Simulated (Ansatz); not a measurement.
# Binding across the interface in twisted Ti2CO2 MXene bilayer, 32.20° (390 atoms), part 3 of 3

How much energy holds the two parts of twisted Ti2CO2 MXene bilayer, 32.20° (390 atoms) together, and how does it fall off with distance?

Ansatz 0.2.0; Kohn-Sham DFT, PBE+D3(BJ), PAW (set soft_1), plane waves.

The cell: 78 C, 156 Ti and 156 O. The main run has no spin polarisation.

So far. Step 8 (Upper part moved by -0.3 Å): Upper part moved by -0.3 Å: the energy stands 1.69 eV above that of the reference.

### Step 9. Upper part moved by +0.8 Å

Another point of the curve.

Input and log are left out; they have the form of those shown for this kind of step.

Elapsed: 2.1 min, on 1 × NVIDIA GB200 with 32 threads of Arm Neoverse V2, shared host; peak memory 3.1 GiB; 2.7 min of CPU time.

Upper part moved by +0.8 Å: the energy stands 2.70 eV above that of the reference.

### Step 10. Upper part moved by +1.6 Å

Another point of the curve.

The input, input.yaml:

```yaml
crystal:
  lattice:
    - [18.9223, 0.0, 0.0]
    - [-9.46115, 16.38719, 0.0]
    - [0.0, 0.0, 25.59]
  atoms:
    - { symbol: C, position: [0.02563, 0.58966, 0.36205] }
    - { symbol: Ti, position: [0.10258, 0.69226, 0.41259] }
    - { symbol: Ti, position: [0.12824, 0.61527, 0.31131] }
    - { symbol: O, position: [0.12839, 0.61559, 0.44806] }
    - { symbol: O, position: [0.10247, 0.69223, 0.27593] }
    - { symbol: C, position: [0.07695, 0.76924, 0.36201] }
    [... 378 atom lines left out ...]
    - { symbol: O, position: [0.99994, 0.66659, 0.61499] }
    - { symbol: C, position: [0.05125, 0.87174, 0.70045] }
    - { symbol: Ti, position: [0.94861, 0.79488, 0.75103] }
    - { symbol: Ti, position: [0.9743, 0.89737, 0.64963] }
    - { symbol: O, position: [0.97431, 0.89742, 0.78645] }
    - { symbol: O, position: [0.94887, 0.79483, 0.61441] }
kpoints:
  mp_grid: { grid: [3, 3, 1] }
hamiltonian:
  xc: pbe
  dispersion: d3bj
  pseudopotentials: { kind: paw, azcp: { folder: soft_1 } }
scf:
  occupations: { method: gaussian, width: 0.05 }
output:
  forces: true
  eigenvalues: true
```

Launch:

```
> ansatz run input.yaml --threads 32 --pin off --max-ram 92160MiB --backend cuda --events-out ev --progress --plain --runs-dir out --max-vram 78GiB
```

Numbers of over 12 decimals in the logs are rounded to 6 here.

What it wrote:

```text
projector tables: rebuilt, as memory chose (as under --projector-tables rebuilt)
[...]
GPU FFT provider: cuFFT
GPU libraries: cuBLAS 13.8.1, cuFFT 12.4.0, cuSOLVER 12.3.2
[...]
Crystal: 390 atoms, lattice volume = 7935.032 Å³
Basis set: ecut = 420 eV, 155197 PW (Γ), exchange–correlation on 256×256×360 points (8 copies of the dense FFT grid, shifted against one another)
Bands: 1950, of which v1, the nominal top of the filled ones, is band 1560 counted from 1 (1559 counted from 0)
Symmetry: 1 space group operations
[...]
k-points: 5 of 9 (time reversal used)
[...]
GPU buffer pool allocated for 2949120 grid points (all kernels)
[...]
SCF iter   1: F=—  HF=-499116.424003 eV  |F-HF|=—  |Δ(HF+E_count)|=         —  Δρ=1.60e-1  dr2=2.44e3  ethr=3.10e-3  ⟨swp⟩=7.2  Hψ=37865  notcnv=0  defer=927
[...]
SCF iter   6: F=—  HF=-498548.185905 eV  |F-HF|=—  |Δ(HF+E_count)|=   9.05e-1  Δρ=4.89e-3  dr2=3.21e0  ethr=3.16e-4  ⟨swp⟩=4.2  Hψ=10225  notcnv=0  defer=1028
[...]
SCF iter  19: F=—  HF=-498547.884075 eV  |F-HF|=—  |Δ(HF+E_count)|=   1.84e-8  Δρ=8.70e-7  dr2=1.73e-7  ethr=9.28e-12  ⟨swp⟩=3.2  Hψ=12378  notcnv=0  defer=1032
SCF iter  20: F=-498547.884075 eV  HF=-498547.884075 eV  |F-HF|=4.66e-10  |Δ(HF+E_count)|=   1.00e-8  Δρ=1.93e-7  dr2=6.79e-9  ethr=3.21e-12  ⟨swp⟩=16.6  Hψ=44629  notcnv=0
SCF 1 converged in 20 iterations: F = -498547.884075 eV  dr2 = 6.79e-9
[...]
SCF converged after 20 iterations
Free energy (F): -498547.884075 eV
[...]
Internal energy: -498547.884075 eV  (E = F + TS)
E sigma→0 (E₀):  -498547.884075 eV
Entropy (-TS):   -0.000000 eV (-0.000 meV/atom)
Fermi energy:    3.576758 eV
[...]
Σ components = -498547.884075   (vs F -498547.884075, Δ=0.00e0)
--- Forces (eV/Å), atoms counted from 1 ---
[... 390 lines of forces left out ...]
  max |Σ_I F_I| component: 1.12e-5 eV/Å
--- Band table (eV; the first three rows and the last of 5) ---
```

Wall time 2.3 min (1 × NVIDIA GB200 with 32 threads of Arm Neoverse V2, shared host); peak memory 3.1 GiB; 2.9 min of CPU time.

Upper part moved by +1.6 Å: the energy stands 5.46 eV above that of the reference.

### Step 11. Upper part moved by +3 Å

Another point of the curve.

Input and log are left out; they have the form of those shown for this kind of step.

Elapsed: 2.3 min, on 1 × NVIDIA GB200 with 32 threads of Arm Neoverse V2, shared host; peak memory 3.1 GiB; 3 min of CPU time.

Upper part moved by +3 Å: the energy stands 7.65 eV above that of the reference.

### Step 12. Interaction energy

Whole cell less its two parts, each frozen at the geometry of the whole and solved in the same cell with the same functional, so that energy zeros cancel. The upper part is 'layer 2' and the lower part 'layer 1'. The nearest atoms of the two parts stand 2.68 Å apart. The face is 310.1 Å².

| functional | interaction energy (eV) | of it, the added dispersion term (eV) | per area (meV/Å²) | per area (J/m²) | per atom of the upper part (meV) |
| --- | --- | --- | --- | --- | --- |
| PBE+D3(BJ) | -9.585 | -11.589 | -30.9 | -0.50 | -49.2 |

### Step 13. Energy against separation

The upper part is moved rigidly along the normal from its place in the reference.

| shift (Å) | energy change (eV) | per area (meV/Å²) | share of the binding lost (%) | gap (eV) |
| --- | --- | --- | --- | --- |
| -0.3 | 1.693 | 5.46 | - | 0.372 |
| +0.0 | 0.000 | 0.00 | - | 0.369 |
| +0.3 | 0.585 | 1.89 | 6 | 0.369 |
| +0.8 | 2.698 | 8.70 | 28 | 0.369 |
| +1.6 | 5.457 | 17.60 | 57 | 0.369 |
| +3.0 | 7.646 | 24.66 | 80 | 0.370 |

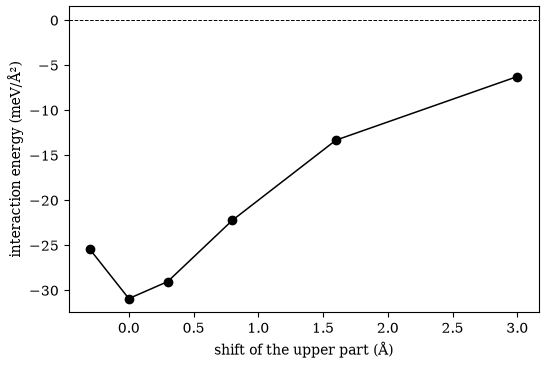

Interaction energy against the shift of the upper part; zero is the parts apart.

### Step 14. Levels of whole and parts

| cell | gap (eV) | vacuum level at the upper face, over the highest filled level, or over E_F where no gap is given (eV) | moment (μB) |
| --- | --- | --- | --- |
| whole | 0.369 | 5.82 | no spin |
| lower part | 0.371 | 5.78 | no spin |
| upper part | 0.371 | 5.81 | no spin |

### Step 15. What came out

The parts bind with 30.9 meV/Å² (9.58 eV for the cell) at the level PBE+D3(BJ), the size of van der Waals binding between sheets. The added dispersion term contributes -11.589 eV, the functional itself 2.004 eV. The curvature over ±0.3 Å is 1.3×10²⁰ N/m³, and the energy rises faster on the near side. At +3.0 Å, 80 % of the binding is lost; the shift also narrows the vacuum to the periodic image. On the run's k-points the gap of the whole, 0.369 eV, lies 0.0016 eV under the smaller of the parts'.

Caveats: The parts are frozen, so the energy of their deformation isn't counted. No correction is made for dipoles across the vacuum, and the parts also feel their periodic images through it.

The DFT runs together took 24 min of wall time.

[Logs are printed without paths, hosts, clocks, repeated set-up lines and the standing remarks that a program may print on its own settings, such as how far it seeks lower states.]

[Hosts, paths, dates, database ids (printed as entryN), source tags and the programs' standing remarks are cut or masked in the printed files.]
